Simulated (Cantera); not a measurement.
Charge: 1 mol Si(CH3)4, 0.28 mol C2H4, 2.2 mol H2, equilibrated at 39.8 Torr.

Method: chemical equilibrium by Gibbs-energy minimisation in Cantera with the NASA 1993 tables (ideal gas, pure condensed phases). Candidate condensed phases: C, C6H6, C7H8, C8H18, Si, SiC; 87 gas species. Gases not in the tables: Si2H6 and higher silanes. Rates play no part.

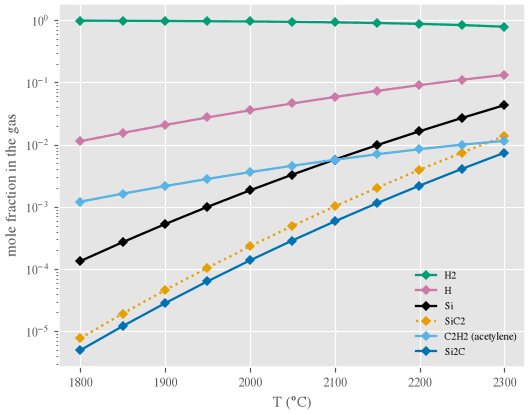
Fig. 1. Equilibrium gas composition (values under 1e-9 drawn at 1e-9)

From 1800 °C to 2300 °C the condensed part is C(graphite) + SiC(s). The main Si-bearing gas is Si throughout. The share of Si in condensed phases is highest at 1800 °C (99.8 %) and lowest at 2300 °C (24.6 %).
